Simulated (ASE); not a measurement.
Pair distribution function (Ga-P) of GaP (zinc blende), cell Ga32P32, begun in the crystal structure [in the run: it stayed crystalline; mean temperature 302 K (target 300 K); density 3.98 g/cm³, volume +4 % from the start crystal's], from MD at 302 K. Computed with ASE with the machine-learned potential CHGNet 0.3.0. Volume per atom 21.00 Å³, mean pressure -0.1 GPa. 

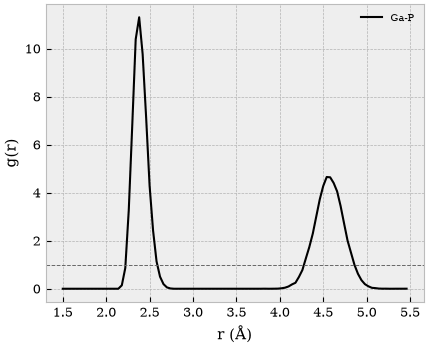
Fig. 1. Pair distribution from the trajectory

**Question.** Read off the position and height of the first peak of the Ga-P curve, where the first shell ends and the number of neighbours in it.

**Answer.** first peak at 2.38 Å with height 11; g is nil from 2.8 to 4.0 Å, so any cut there serves; 4.0 P round each Ga and 4.0 Ga round each P in the shell, from n = 4πρ∫r²g(r)dr.
